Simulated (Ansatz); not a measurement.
The starting structures come from a database of crystals and need not be the phases stable at ambient conditions.

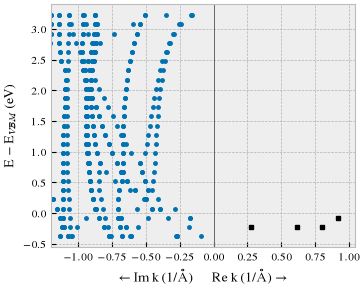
Fig. 1. Complex bands at the centre of the two-dimensional zone; r2SCAN (Ansatz, a first-principles code)

The gap is the functional's own. No spin-orbit coupling. Mid-gap values are interpolated on the energy grid.

**Question.** This is Na2H6PtO6 (P-3, not sure to be the ambient phase, 15 atoms a cell, 8.9 Å³ an atom, -2 GPa at this level) along the normal of (110). Read off the slowest decay at the centre of the two-dimensional zone at 1.43 eV, the computed energy nearest the middle of the gap.

**Answer.** κ ≈ 0.42 1/Å, a decay length 1/(2κ) of the density of 1.2 Å.
